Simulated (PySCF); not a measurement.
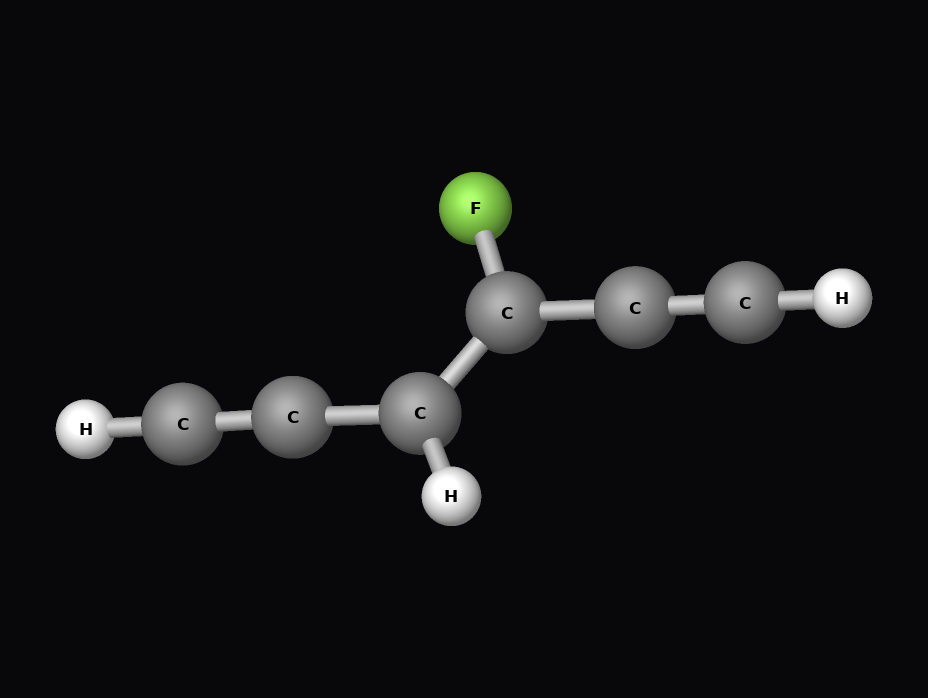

The picture shows a molecular structure as a ball-and-stick model. Every bond is drawn as one stick, whatever its order.

**What is the molecular formula?**

C6H3F, 10 atoms: 6 carbon, 3 hydrogen and 1 fluorine.

**Which point group does it belong to?**

Cs.

**Name functional groups in it.**

Among them: alkene, alkyne, C–F bond.

The parts below concern this one geometry. Atoms keep their numbers from picture to picture. The computed structure is the end point of a PBE0-D3(BJ)/def2-SVP optimisation. No frequency run is at hand to confirm it as a minimum.

Geometry

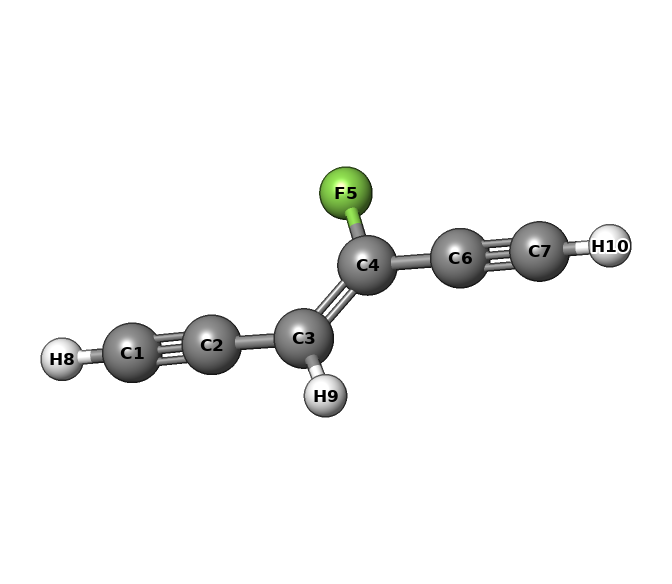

No frequency run is at hand to confirm it as a minimum.

Give these bond angles: C2–C1–H8, C1–C2–C3, C2–C3–C4, C2–C3–H9, C4–C3–H9, C3–C4–F5, C3–C4–C6, F5–C4–C6, C4–C6–C7, C6–C7–H10.

```
    angle  degrees
 C2–C1–H8    179.4
 C1–C2–C3    178.1
 C2–C3–C4    123.9
 C2–C3–H9    118.8
 C4–C3–H9    117.3
 C3–C4–F5    120.6
 C3–C4–C6    124.4
 F5–C4–C6    115.0
 C4–C6–C7    179.5
C6–C7–H10    179.9
```

Dipole moment

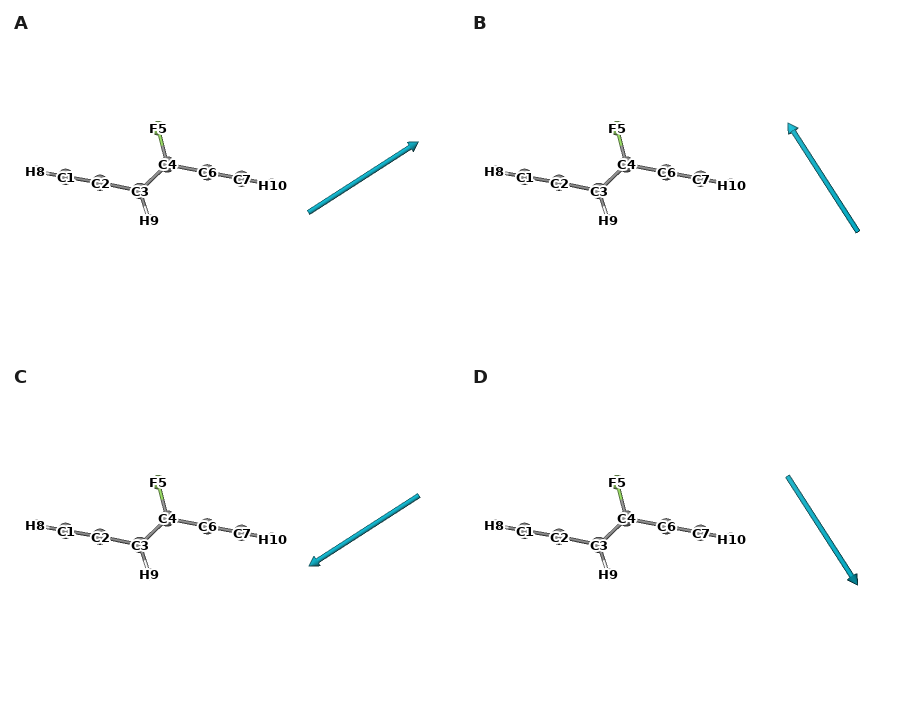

The same molecule four times, each with an arrow. No frequency run is at hand to confirm it as a minimum. Properties computed with B97-2/pcSseg-2, gas phase (PySCF 2.14.0).

**Which arrow points along the dipole moment, from the negative to the positive end?**

D. The dipole moment is 1.50 D; it points from the side of H8 to the side of H10 (the outermost atoms at the two ends).

Bond orders

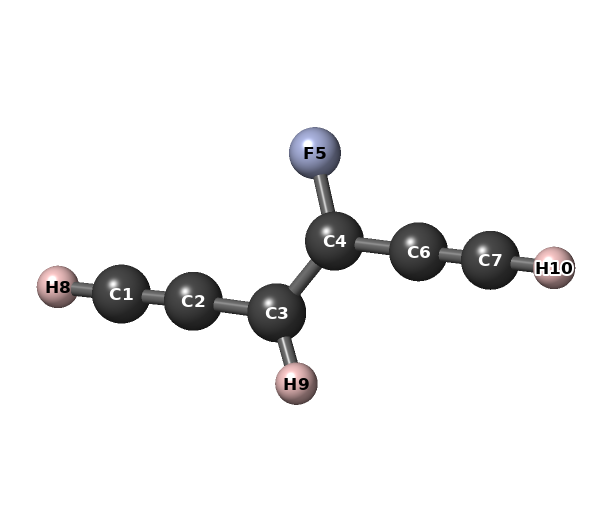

Every bond is drawn as one stick. No frequency run is at hand to confirm it as a minimum. Level of theory: PBE0/STO-3G (PySCF 2.14.0).

List the Mayer bond orders of C1–C2, C1–H8, C2–C3, C3–C4, C3–H9, C4–F5, C4–C6, C6–C7, C7–H10.

```
  bond  Mayer order  length (Å)
 C1–C2         2.81       1.214
 C1–H8         0.98       1.074
 C2–C3         1.16       1.413
 C3–C4         1.62       1.350
 C3–H9         0.94       1.093
 C4–F5         1.08       1.328
 C4–C6         1.10       1.421
 C6–C7         2.83       1.213
C7–H10         0.98       1.075
```

Charges

The questions are on ESP-fitted charges. No frequency run is at hand to confirm it as a minimum. Level of theory: PBE0/STO-3G, gas phase (PySCF 2.14.0).

Give the ESP-fitted charges atom by atom.

```json
{"atom": "C1", "value (e)": "−0.33"}
{"atom": "C2", "value (e)": "0.13"}
{"atom": "C3", "value (e)": "−0.37"}
{"atom": "C4", "value (e)": "0.35"}
{"atom": "F5", "value (e)": "−0.06"}
{"atom": "C6", "value (e)": "−0.12"}
{"atom": "C7", "value (e)": "−0.20"}
{"atom": "H8", "value (e)": "0.22"}
{"atom": "H9", "value (e)": "0.17"}
{"atom": "H10", "value (e)": "0.21"}
```

NMR shielding

The questions are on isotropic NMR shieldings of the C atoms. No frequency run is at hand to confirm it as a minimum. Level of theory: GIAO KT3/pcSseg-2 NMR shielding, non-relativistic, gas phase (PySCF 2.14.0).

**Which C atom is the most shielded (lowest chemical shift)?**

C2 (106.6 ppm).

**Which C atom is the least shielded (highest chemical shift)?**

C4 (28.2 ppm).

**How wide is the range of C shifts?**

78.4 ppm.

Give the isotropic NMR shieldings of the C atoms atom by atom.

```
atom  σ (ppm)
  C1     89.4
  C2    106.6
  C3     83.8
  C4     28.2
  C6    106.0
  C7     97.5
```
